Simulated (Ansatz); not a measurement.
| atom | x (Å) | y (Å) | z (Å) |
| --- | --- | --- | --- |
| C | -0.3671 | -0.4247 | -2.4469 |
| O | -0.3322 | -0.1108 | -3.5247 |
| Ge | 0.1388 | 0.1050 | 1.1922 |
| H | 0.9471 | 1.0461 | 0.2886 |
| H | -1.3565 | 0.2605 | 0.8880 |
| H | 0.4000 | 0.4690 | 2.6614 |
| H | 0.5699 | -1.3451 | 0.9413 |

Geometry: PBE0-D4/def2-TZVP.

The calculation used RKS PBE0-D4/def2-TZVPPD in Ansatz.

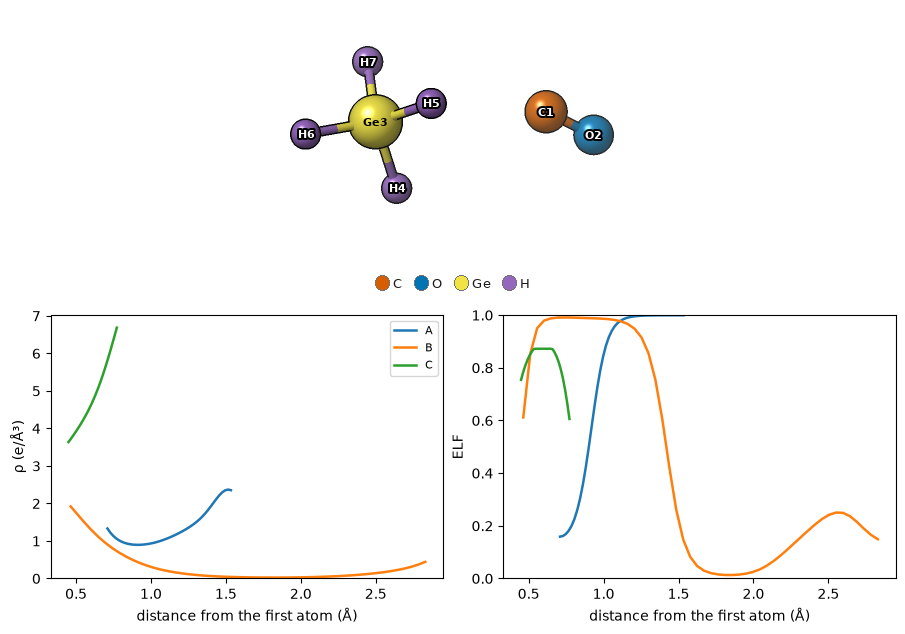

CO···GeH₄ (SMILES [C-]#[O+].[GeH4]). Electron density and ELF along straight lines between neighbouring atoms. The curves leave out the atomic cores. The structure is drawn too.

### Which curve belongs to which contact (C–Ge, C–O and Ge–H)? The first atom named is at distance zero.

Curve A: Ge–H (1.53 Å): the density is about 1.1 e/Å³ at the midpoint; the ELF climbs to about 1 towards the hydrogen. Curve B: C1···Ge3 (3.71 Å): the density falls to about 0.03 e/Å³ on the way; the ELF dips to about 0 between them (a non-bonded, intermolecular contact). Curve C: C–O (1.12 Å): ρ is about 4.3 e/Å³ halfway; the ELF peaks at about 0.85 between the atoms; a multiple bond.
